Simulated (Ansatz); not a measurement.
Band structure of NiAl (Pm-3m, 2 atoms in the cell).

```
NiAl
1.0
    2.90994     0.00000     0.00000
    0.00000     2.90994     0.00000
    0.00000     0.00000     2.90994
Al Ni
1 1
Direct
  0.50000   0.50000   0.50000
  0.00000   0.00000   0.00000
```

Method: PBE (plane waves, PAW; Ansatz, a program for electronic structure).

Settings: basis.ecutwfc = 30.9 Ry; kpoints.mp_grid.grid = 8 8 8; hamiltonian.xc = pbe; hamiltonian.pseudopotentials = {kind: paw} (the program's default PAW files); scf.occupations.method = gaussian; scf.occupations.width = 0.0073 Ry; kpoints.band_path.npoints = 8.

The starting cell has typed, rounded lattice constants, without a prior relaxation at this level. Its lattice was rescaled by a random factor within 2.5 % of one. Spin polarisation is off.

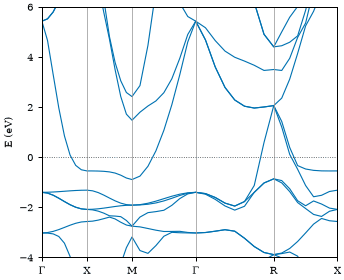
*Bands along the path, energies from the Fermi level.*

Levels in eV from the Fermi level, bands 7 to 14:
| point | 7 | 8 | 9 | 10 | 11 | 12 | 13 | 14 |
|---|---|---|---|---|---|---|---|---|
| Γ | -3.02 | -1.40 | -1.40 | -1.40 | 5.43 | 5.43 | 5.43 | 8.07 |
| X | -2.56 | -2.08 | -2.08 | -1.31 | -0.55 | 8.26 | 9.89 | 9.89 |
| M | -2.75 | -2.75 | -1.91 | -1.91 | -0.89 | 1.48 | 2.42 | 12.00 |
| R | -3.89 | -0.86 | -0.86 | 2.06 | 2.06 | 2.06 | 3.50 | 4.40 |

Bands cross the Fermi level along this path, so the cell is metallic at this level.

Keys are those of Ansatz 0.2.
